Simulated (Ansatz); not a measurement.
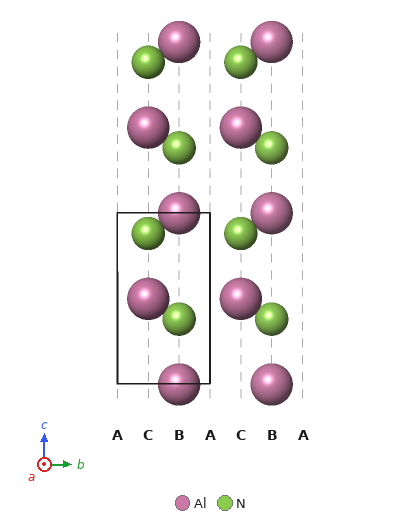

The picture looks along a close-packed row of the hexagonal mesh; c points upwards. The dashed lines mark the three columns A (0, 0), B (1/3, 2/3) and C (2/3, 1/3). The sequence starts with the first layer at or above the cell's origin.

AlN: the input geometry of an electronic-structure calculation (not necessarily at equilibrium); the starting structure was generated, so it need not be a known form of this composition.

> Read off the stacking sequence over one period.

Al(B) – N(B) – Al(C) – N(C) (four layers in 4.98 Å).

> How are the N layers alone stacked?

N layers alone: BC, the hexagonal close-packed type.

> Which positions between or in the N layers do the other atoms fill?

Al: two tetrahedral sites (per hexagonal cell).

> What short polytype symbol fits?

Polytype symbol 2H, the symbol of a tetrahedral polytype (number of double layers in the repeat and lattice).
